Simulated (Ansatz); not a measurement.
System: C$_{5}$H$_{7}$NSe (SMILES Cc1c[se]nc1C).

```yaml
atoms:
  - { symbol: C, position_ang: [-1.3943, -0.2306, 1.7339] }
  - { symbol: C, position_ang: [-1.0109, -0.4807, 0.3031] }
  - { symbol: C, position_ang: [-1.8854, -0.5757, -0.7444] }
  - { symbol: C, position_ang: [0.3695, -0.6520, -0.1235] }
  - { symbol: C, position_ang: [1.5185, -0.5898, 0.8447] }
  - { symbol: N, position_ang: [0.6159, -0.8668, -1.3923] }
  - { symbol: Se, position_ang: [-0.9563, -0.8917, -2.3301] }
  - { symbol: H, position_ang: [-2.4827, -0.1271, 1.8465] }
  - { symbol: H, position_ang: [-0.9249, 0.6900, 2.1197] }
  - { symbol: H, position_ang: [-1.0629, -1.0548, 2.3877] }
  - { symbol: H, position_ang: [-2.9709, -0.4853, -0.6965] }
  - { symbol: H, position_ang: [1.5530, 0.3873, 1.3548] }
  - { symbol: H, position_ang: [2.4646, -0.7457, 0.3111] }
  - { symbol: H, position_ang: [1.4184, -1.3602, 1.6272] }
```

Geometry: B3LYP-D3(BJ)/def2-SVP.

Theory: isolated molecule in a Gaussian basis; Kohn-Sham density functional theory, functional PBE0 in Ansatz.

> Predict the electron density and electron localisation function between the atoms.

C–N (1.31 Å): the density is about 2.6 e/Å³ at the midpoint; the ELF peaks at about 0.90 between the atoms (localised, covalent bonding).
C–C (1.37 Å): ρ at the midpoint is about 2.1 e/Å³; the ELF peaks at about 0.95 between the atoms, as expected for localised, covalent bonding.
Se–N (1.83 Å): the density is about 1.1 e/Å³ at the midpoint; the ELF peaks at about 0.85 between the atoms: a covalent bond.
C–Se (1.86 Å): the density is about 1.2 e/Å³ at the midpoint; the ELF peaks at about 0.90 between the atoms: a covalent bond.

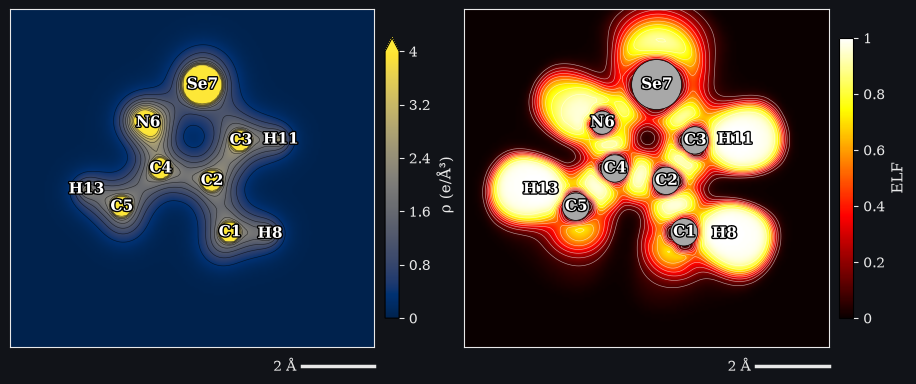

Computed electron density and electron localisation function on the plane of atoms C4, N6 and Se7, in this order. Grey discs cover the atomic cores in the ELF map. 
